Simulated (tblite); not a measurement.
# C7H11N: molecular dynamics

C7H11N, computed with GFN2-xTB Langevin dynamics, gas phase (tblite 0.8.0).

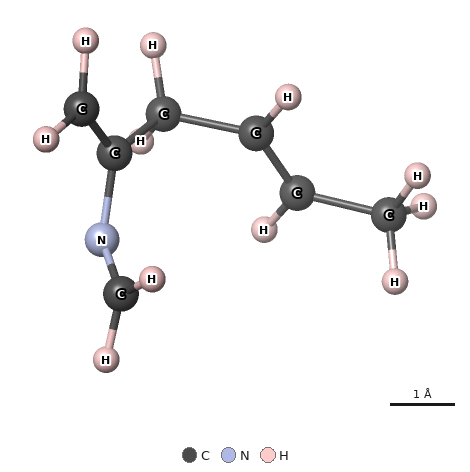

**Figure 1.** The starting structure (ball-and-stick view, seen at a tilt). Bond lengths as drawn: C–C 1.32 to 1.51 Å, C–H 1.08 to 1.09 Å and C–N 1.25 to 1.38 Å.

The input:
```
{"job": {"kind": "md", "xc": "GFN2-xTB", "basis": "xTB", "temperature": 300, "steps": 2000, "every": 50}, "charge": 0, "multiplicity": 1}
C     -2.152500    -1.209277     0.626878
N     -1.871860    -0.461363    -0.337890
C     -1.396091     0.830343    -0.202346
C     -2.046891     1.774717     0.471895
C     -0.123374     1.075037    -0.975941
C      1.029121     0.489780    -0.212622
C      1.607059    -0.661458    -0.510198
C      2.725493    -1.279667     0.260290
H     -2.003360    -0.945639     1.677919
H     -2.559458    -2.188340     0.416066
H     -2.960307     1.558790     0.999934
H     -1.718122     2.798505     0.463895
H      0.019833     2.147555    -1.113680
H     -0.209464     0.589252    -1.948884
H      1.345836     1.051495     0.657134
H      1.271105    -1.222264    -1.373358
H      3.006699    -0.659817     1.108365
H      2.430178    -2.263157     0.626214
H      3.596299    -1.415242    -0.381346
```

The first line tells a small driver script what to run in tblite; the rest is the geometry in Å.

Command:
```bash
OMP_NUM_THREADS=1 python <driver script> task.json out
```

Output:
```
t/fs     T/K      E/eV
    0.0   243.7   -637.68367
   25.0   187.9   -637.33148
   50.0   256.1   -637.23554
   75.0   211.1   -637.10692
  100.0   207.3   -637.17727
  125.0   335.0   -637.04833
  150.0   289.4   -636.97469
  175.0   343.3   -636.89788
  200.0   433.0   -636.98927
  225.0   291.9   -636.88391
  250.0   294.0   -636.92885
  275.0   232.5   -636.80436
  300.0   307.7   -636.92744
  325.0   278.6   -636.87864
  350.0   374.4   -636.94678
  375.0   363.2   -636.90079
  400.0   329.1   -636.69761
  425.0   270.0   -636.70498
  450.0   423.2   -636.90496
  475.0   436.2   -637.18583
  500.0   408.4   -637.10678
  525.0   396.4   -636.90914
  550.0   381.2   -637.02897
  575.0   251.4   -636.92851
  600.0   314.1   -636.93716
  625.0   273.6   -636.59773
  650.0   393.0   -636.92833
  675.0   439.4   -636.99673
  700.0   275.8   -636.80214
  725.0   389.7   -637.10119
  750.0   296.1   -636.93224
  775.0   356.9   -637.11131
  800.0   281.1   -636.96956
  825.0   325.2   -637.17068
  850.0   265.9   -637.00729
  875.0   306.7   -637.16914
  900.0   333.8   -636.95905
  925.0   321.1   -636.96913
  950.0   273.2   -636.90581
  975.0   320.5   -637.00929
 1000.0   369.2   -637.00122
```

Trajectory as extended XYZ (Å, eV, eV/Å), 11 of the 41 frames kept, from step=0 to step=40:
```
19
Properties=species:S:1:pos:R:3:forces:R:3 step=0 time_fs=0.0 energy=-637.68367 temperature=243.7
C    -2.1525   -1.2093    0.6269   -0.0021   0.0017  -0.0006
N    -1.8719   -0.4614   -0.3379    0.0026  -0.0006   0.0046
C    -1.3961    0.8303   -0.2023    0.0016   0.0006   0.0015
C    -2.0469    1.7747    0.4719    0.0013   0.0012   0.0033
C    -0.1234    1.0750   -0.9759   -0.0010  -0.0021  -0.0015
C     1.0291    0.4898   -0.2126   -0.0049  -0.0043   0.0014
C     1.6071   -0.6615   -0.5102    0.0067  -0.0012  -0.0051
C     2.7255   -1.2797    0.2603    0.0020   0.0011   0.0036
H    -2.0034   -0.9456    1.6779   -0.0036   0.0010  -0.0031
H    -2.5595   -2.1883    0.4161   -0.0023  -0.0018   0.0021
H    -2.9603    1.5588    0.9999    0.0002   0.0020   0.0003
H    -1.7181    2.7985    0.4639   -0.0027   0.0020   0.0033
H     0.0198    2.1476   -1.1137    0.0017  -0.0038   0.0018
H    -0.2095    0.5893   -1.9489    0.0016   0.0017  -0.0035
H     1.3458    1.0515    0.6571   -0.0025  -0.0005  -0.0034
H     1.2711   -1.2223   -1.3734    0.0054  -0.0016  -0.0050
H     3.0067   -0.6598    1.1084   -0.0009   0.0011  -0.0042
H     2.4302   -2.2632    0.6262    0.0024   0.0026  -0.0026
H     3.5963   -1.4152   -0.3813   -0.0054   0.0009   0.0071
19
Properties=species:S:1:pos:R:3:forces:R:3 step=4 time_fs=100.0 energy=-637.17727 temperature=207.3
C    -1.9258   -1.2615    0.9819   -0.2810   0.0899   2.6806
N    -1.8998   -0.5841   -0.0437   -0.0054   0.7285  -1.1522
C    -1.4859    0.7335   -0.0846   -1.7222   1.1916   0.8255
C    -2.1699    1.7836    0.4380    1.1655  -0.8585  -0.8404
C    -0.3026    0.9263   -0.9487    0.2842   0.7241   0.4095
C     0.8370    0.3112   -0.2618    0.7732  -0.7497   0.5747
C     1.5618   -0.6838   -0.7244    0.9338  -1.3362  -0.3376
C     2.4863   -1.4675    0.1685   -0.5286  -0.2176  -0.2430
H    -1.6611   -0.8194    2.0079   -0.1200  -0.6191  -0.9793
H    -2.3595   -2.2468    1.0078    0.1816  -0.1821  -0.2155
H    -3.0821    1.6949    0.9950    0.0656  -0.0034   0.0467
H    -1.7683    2.7641    0.1807   -0.4852  -0.2550   0.3496
H    -0.0753    1.9781   -1.0443   -0.2504   0.4356  -0.4746
H    -0.5317    0.4227   -1.8555    0.1933  -0.1551  -1.0691
H     1.0366    0.6043    0.7815   -0.3357   0.0495  -0.5167
H     1.5942   -1.1486   -1.7291   -0.6903   0.8418   0.4682
H     2.4405   -1.0139    1.1683    0.3536  -0.6186  -0.2639
H     2.1142   -2.5237    0.1355    0.3259   0.8110   0.4716
H     3.4884   -1.4906   -0.2515    0.1423   0.1233   0.2660
19
Properties=species:S:1:pos:R:3:forces:R:3 step=8 time_fs=200.0 energy=-636.98927 temperature=433.0
C    -2.0559   -1.4909    1.0799   -0.2502  -0.7445  -1.1941
N    -1.7488   -1.0610   -0.0542   -0.0045  -0.4602  -0.3370
C    -1.5251    0.2426   -0.3163    1.2980   3.0051  -0.3101
C    -2.3694    1.2704   -0.1037    0.8161  -0.9250  -0.3854
C    -0.1368    0.6131   -0.9794   -1.5118  -2.6644   0.6715
C     0.9070   -0.1212   -0.1793    0.0445   1.6974  -0.2095
C     1.5801   -1.1951   -0.5176   -1.3958  -0.7306  -2.2875
C     2.6969   -1.8125    0.1879   -0.5288  -0.2862   0.3513
H    -2.1318   -0.9173    1.9390   -0.0116   1.3019   1.6690
H    -2.3565   -2.5052    1.1898    0.0383  -0.7661  -0.1040
H    -3.3288    1.0497    0.2758   -0.8341   0.1853   0.3205
H    -2.1245    2.2570   -0.4610   -0.2043  -0.1219   0.1545
H     0.0661    1.6548   -1.0767   -0.1611   0.5488   0.2417
H    -0.2773    0.1588   -1.9413    0.4058  -0.1464  -0.8528
H     1.1352    0.5137    0.6762    0.3248  -0.6663   0.2785
H     1.3215   -1.7600   -1.4911    0.1434   1.0755   1.3586
H     2.7187   -1.3908    1.1869    0.7821  -0.0201  -0.0272
H     2.5094   -2.8747    0.2350    0.1428  -0.4184   0.2548
H     3.5259   -1.6596   -0.4772    0.9065   0.1361   0.4072
19
Properties=species:S:1:pos:R:3:forces:R:3 step=12 time_fs=300.0 energy=-636.92744 temperature=307.7
C    -2.4422   -1.5613    1.1073    1.6445   2.7283  -0.3515
N    -1.5802   -1.1920    0.2177   -2.4072  -0.8577   1.2303
C    -1.4065    0.1130   -0.1410    2.2122  -0.6542  -0.1826
C    -2.3576    0.9866   -0.4082    0.1377   0.5407   0.6757
C     0.0292    0.4495   -0.5831   -1.0915  -0.5113  -0.6673
C     1.1680   -0.2438    0.0262    0.7501  -1.6281  -0.4143
C     1.5834   -1.4585   -0.4089    0.9192   1.8080   2.2909
C     2.8450   -2.0150    0.2492   -0.2161   0.9744  -0.6549
H    -2.8086   -0.7836    1.8915    0.1321  -1.3379  -1.1526
H    -2.7394   -2.5718    1.1580   -0.0570  -0.6809   0.2684
H    -3.3141    0.8411    0.0100   -0.9965  -0.0475  -0.2088
H    -2.0615    1.9419   -0.7879   -0.3153   0.1937  -0.2102
H     0.1178    1.4954   -0.4453    0.2412   1.1154  -0.0430
H     0.1173    0.2009   -1.6405   -0.4055   0.2352  -0.3199
H     1.7411    0.3660    0.7193    0.0222  -0.4900   0.0538
H     1.0124   -2.0473   -1.0903   -0.0145  -0.1560  -0.2244
H     3.2363   -1.3242    1.0108   -0.4915  -0.3137  -0.0610
H     2.6636   -2.9804    0.6563   -0.0952  -0.6822   0.3975
H     3.6577   -2.0866   -0.4638    0.0311  -0.2362  -0.4261
19
Properties=species:S:1:pos:R:3:forces:R:3 step=16 time_fs=400.0 energy=-636.69761 temperature=329.1
C    -1.7669   -1.5421    1.3638   -1.2798  -1.2021   4.0014
N    -1.4257   -1.3871    0.2138    0.6962   1.6485  -3.0196
C    -1.3668   -0.0653   -0.3417    1.8557  -2.5683   0.4139
C    -2.2258    0.8720   -0.1467   -1.3233   1.2812  -0.7277
C    -0.0242    0.2542   -0.9062    0.8831   0.3136   1.8955
C     0.9436   -0.4124    0.0406   -0.1142   0.7471   1.5537
C     1.8840   -1.2929   -0.2516   -0.7079  -0.1737   0.8889
C     2.5070   -2.0990    0.8368    1.2845  -0.0366   0.1576
H    -2.1205   -0.8791    2.1705    0.2224   1.0032  -0.6258
H    -1.7838   -2.5117    1.8447    0.1743  -0.7328  -0.6144
H    -3.1302    0.6947    0.3321   -1.3917  -0.1090   0.6987
H    -2.1388    1.7348   -0.7613   -0.0397   0.8055   0.1460
H     0.1046    1.3294   -0.8060    0.0551   0.2212  -0.3678
H     0.1718   -0.0720   -1.8735    0.0733  -0.5592  -1.7182
H     0.7968   -0.1207    1.1487    0.0600  -0.5597  -1.7183
H     2.1217   -1.4917   -1.2687    0.1629  -0.3969  -0.4941
H     2.0948   -1.8260    1.8249    0.6544   0.2604  -0.4994
H     2.3368   -3.1658    0.7770   -0.4518  -0.2851  -0.5334
H     3.6253   -2.0438    0.7471   -0.8135   0.3429   0.5630
19
Properties=species:S:1:pos:R:3:forces:R:3 step=20 time_fs=500.0 energy=-637.10678 temperature=408.4
C    -1.8973   -1.2951    1.4288   -1.3958  -0.7707   3.7756
N    -1.4973   -1.0348    0.3202    1.4094   0.2986  -3.2271
C    -1.2514    0.2101   -0.2363   -0.0510  -0.7643   0.3871
C    -2.2113    1.0859   -0.4255   -1.9975   0.5748   0.3562
C     0.1294    0.4030   -0.7985   -0.9281   0.2807  -1.2081
C     1.1700   -0.1184    0.0953   -1.1566   2.2404   0.6637
C     1.7366   -1.2684   -0.0111    1.3755  -1.7817  -1.9993
C     2.8667   -1.6069    0.8603    0.8887  -0.5237   0.7746
H    -2.1342   -0.5415    2.2195    0.1203  -0.2024  -0.2668
H    -2.0657   -2.3398    1.7677    0.1515   0.6523  -0.5107
H    -3.2686    0.9341   -0.1117    1.0533  -0.1061  -0.1101
H    -2.0689    2.0173   -0.9212    0.2406   0.2880  -0.3148
H     0.2166    1.4617   -0.9941    0.3388   0.5563   0.2744
H     0.1131   -0.0135   -1.8206    0.2810  -0.5139   0.3741
H     1.3263    0.5379    0.9515    0.1043  -0.2480   0.0419
H     1.6116   -1.7888   -0.9802   -0.0380  -0.1591   0.8447
H     2.6833   -1.0830    1.7744    0.1041   0.3494   0.8185
H     3.0340   -2.6508    1.1450   -0.2911   0.0304  -0.4995
H     3.8163   -1.2158    0.4710   -0.2096  -0.2009  -0.1742
19
Properties=species:S:1:pos:R:3:forces:R:3 step=24 time_fs=600.0 energy=-636.93716 temperature=314.1
C    -2.0214   -0.8605    1.5125   -0.1502  -1.6552   1.3019
N    -1.4901   -0.8481    0.3904    0.5409   0.0066  -0.9522
C    -1.0621    0.3389   -0.1200   -0.2742   1.8754  -1.7646
C    -1.9646    1.3203   -0.2981    0.7992   1.3302   0.0197
C     0.2932    0.4249   -0.8260   -0.7817   0.8205  -0.3333
C     1.3311    0.1917    0.2088   -0.1252   0.9269   0.2740
C     2.2046   -0.7720    0.1308    1.7604  -1.9279  -0.1057
C     3.3536   -1.1358    1.0912   -0.5999  -0.9073  -2.1141
H    -1.9202   -0.0042    2.2390   -0.6277  -0.9658  -0.4627
H    -2.4109   -1.9061    1.7186    0.1392   1.6237   0.6493
H    -2.9913    1.2557   -0.0070   -0.1871  -0.2324   0.3119
H    -1.6899    2.3374   -0.6717   -0.1189  -1.2589   0.0386
H     0.4691    1.4167   -1.3641   -0.4885  -0.8493   1.0137
H     0.2326   -0.2873   -1.6519    0.4321  -0.4085   0.2975
H     1.2864    0.9190    1.0387    0.2283  -0.4980  -0.4233
H     2.1666   -1.4851   -0.7360   -0.0730   0.7782   0.7930
H     3.6374   -0.3614    1.7199    0.0310   1.4043   1.3047
H     3.0846   -2.0317    1.6505    0.0706   0.1036  -0.0159
H     4.2616   -1.3487    0.4898   -0.5751  -0.1661   0.1674
19
Properties=species:S:1:pos:R:3:forces:R:3 step=28 time_fs=700.0 energy=-636.80214 temperature=275.8
C    -1.8708   -0.9395    1.4134    1.1761  -1.2940  -0.7008
N    -1.3937   -0.6661    0.2497   -0.9658  -1.5555   1.7640
C    -0.9850    0.5714   -0.0931   -0.4493   2.2572   0.2231
C    -1.7661    1.6683    0.1450    1.4456  -2.0864  -0.6714
C     0.3855    0.7026   -0.7895   -0.9635   3.1149   3.1003
C     1.4904    0.6232    0.2355    0.0908  -0.8622  -0.1869
C     2.3134   -0.4170    0.1844   -0.5339   0.4195  -0.4582
C     3.5069   -0.5009    0.9790    2.3739   1.8820   0.7120
H    -1.7735   -0.2858    2.2958   -0.2898   0.0213  -0.4751
H    -2.1366   -2.0265    1.6754    0.1411   1.7245  -0.7462
H    -2.7889    1.6154    0.3828   -0.6584  -0.1212   0.5801
H    -1.3598    2.5702   -0.1650    0.2299   1.5554  -0.4717
H     0.4701    1.7120   -1.2519   -0.3121  -0.6841  -0.0041
H     0.4452   -0.0626   -1.4453    0.4292  -2.1789  -2.1363
H     1.6558    1.3504    1.0539   -0.5162  -0.2960  -0.8879
H     2.3405   -1.2255   -0.5226   -0.8467   0.1037  -0.5669
H     3.4480    0.1105    1.9008    0.1130  -0.4406  -0.3479
H     3.7762   -1.5009    1.1848    0.3521  -0.9418   0.4521
H     4.3581   -0.0435    0.3552   -0.8158  -0.6178   0.8219
19
Properties=species:S:1:pos:R:3:forces:R:3 step=32 time_fs=800.0 energy=-636.96956 temperature=281.1
C    -1.7159   -1.0075    1.4029    1.8025  -1.8443  -2.8932
N    -1.1980   -0.6314    0.2685   -1.2909  -1.9431   2.5457
C    -1.1572    0.6130   -0.2420   -0.1556   2.7713   0.5871
C    -2.0879    1.5972   -0.1737    1.8200  -0.6468  -0.4482
C     0.1878    0.9863   -0.8440   -0.8522  -0.8465  -0.8315
C     1.2957    0.7311    0.0828    0.2891   0.4302   0.6615
C     2.3895    0.0724   -0.2338    0.9202  -0.0512  -0.5433
C     3.4359   -0.1110    0.7824    1.5784  -0.7093   0.9103
H    -2.1560   -0.4334    2.1563   -0.5252   1.1888   0.8176
H    -1.6486   -2.1301    1.6751   -0.0589   1.7612  -0.7341
H    -3.0247    1.4571    0.2378   -1.5775  -0.2890   0.5916
H    -1.8575    2.5666   -0.5790   -0.1563  -0.0652  -0.1479
H     0.2097    1.9583   -1.3146   -0.2144   0.6819   0.4948
H     0.2711    0.3356   -1.7001    0.3963  -0.6821  -0.4592
H     1.2348    1.1375    1.1089   -0.3013  -0.3074  -0.6275
H     2.6728   -0.2558   -1.2501   -0.6016   0.0491   0.6389
H     3.1224    0.2361    1.7584   -0.1527   0.3674   0.1097
H     3.7424   -1.1498    0.9735   -0.4440  -0.1532  -0.4304
H     4.4116    0.3503    0.5562   -0.4757   0.2881  -0.2419
19
Properties=species:S:1:pos:R:3:forces:R:3 step=36 time_fs=900.0 energy=-636.95905 temperature=333.8
C    -1.6169   -0.8114    1.2296   -0.1786  -1.0552   0.6202
N    -1.4311   -0.5160    0.0325    0.2099  -0.1563  -0.0283
C    -1.1845    0.7524   -0.4740   -1.7918   0.1667  -0.2322
C    -2.1617    1.6342   -0.6693   -1.9844   0.4039   1.5615
C     0.1598    0.9458   -1.0473   -0.1229  -2.3245  -0.8722
C     1.1225    0.5402    0.0183   -0.2552   1.5086  -0.0351
C     2.3440    0.1797   -0.3000    0.4401   0.5787   2.4134
C     3.5302    0.2321    0.6254   -0.8198  -0.1805   0.5355
H    -1.6089   -0.1002    2.0618   -0.0197   0.0388  -0.0191
H    -1.7911   -1.8883    1.5448    0.1745   1.3183  -0.6574
H    -3.2063    1.5805   -0.1601    1.9053  -0.3239  -1.0108
H    -2.0110    2.5873   -1.1381    0.2054  -0.0493  -0.2116
H     0.3107    1.9366   -1.4013    0.1413   0.8879  -0.0330
H     0.2490    0.2669   -1.9394    0.0832   0.4217   0.5391
H     0.7448    0.8942    0.9844    0.7771  -0.4559  -0.0493
H     2.5647   -0.0375   -1.2859    0.4234  -0.4700  -1.6945
H     3.3538    0.7035    1.6007   -0.4711  -0.2106  -0.2644
H     3.9212   -0.7512    0.8143    0.3629  -0.3829  -0.0615
H     4.2446    0.8525    0.1456    0.9203   0.2846  -0.5003
19
Properties=species:S:1:pos:R:3:forces:R:3 step=40 time_fs=1000.0 energy=-637.00122 temperature=369.2
C    -1.2667   -0.5682    1.4834   -0.9276   0.5176   1.4418
N    -1.2137   -0.4610    0.2529   -0.1627  -0.2600  -1.1194
C    -1.1117    0.6398   -0.5542   -0.5132   0.4018  -0.3760
C    -2.0766    1.5321   -0.8331   -0.7260  -1.3142   0.3518
C     0.1776    0.7560   -1.2983    0.5113   0.9531   0.7791
C     1.3139    0.6978   -0.2968   -2.0605   0.3835  -1.5189
C     2.4588    0.2751   -0.7074    2.4955  -0.5138   1.0012
C     3.5996    0.1288    0.2454   -0.0074  -1.5624  -0.9685
H    -1.2722    0.3091    2.1859    0.1675  -0.5447  -0.3527
H    -1.5310   -1.5315    1.9460    0.5288   0.3788  -0.3460
H    -3.1105    1.3355   -0.5324    0.5385   0.4395   0.2243
H    -1.9279    2.2454   -1.6108   -0.0156   0.2487  -0.1370
H     0.1977    1.7585   -1.7642   -0.0019  -0.3701  -0.0150
H     0.3170    0.0146   -2.0722   -0.1580  -0.2642  -0.0727
H     1.0896    1.0833    0.6615    0.1354   0.3206   0.6934
H     2.6582   -0.2131   -1.6200   -0.2076   0.0326  -1.1300
H     3.2448    0.3064    1.2094   -0.0845   0.7487   1.5680
H     3.8374   -0.9293    0.2059    0.1599  -0.5521   0.1667
H     4.5333    0.5778    0.0016    0.3281   0.9567  -0.1901
```

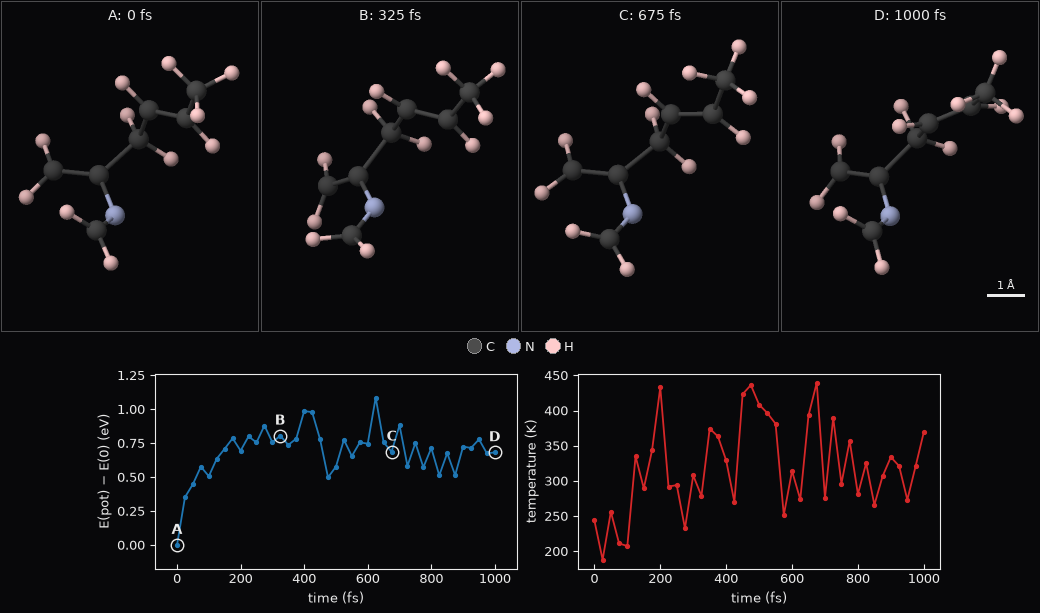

**Figure 2.** Frames of the molecular dynamics (ball-and-stick, seen at a tilt) above the curves, on which the letters mark them. The trajectory kept here has 41 frames over 1000 fs. The temperature starts at 244 K, ranges from 188 to 439 K and averages 332 K over the second half. The potential energy ends 0.682 eV above its first value. After an unweighted best fit of the last frame on the first, the root-mean-square displacement is 0.68 Å, and H15 has moved furthest (1.30 Å).

Summary:

- outcome: finished
- mean temperature over the second half: 332 K
- trajectory: 41 frames kept, 1000 fs
- hardware: 1 CPU thread, shared host
- wall time: 43 s
- peak memory: 0.18 GiB
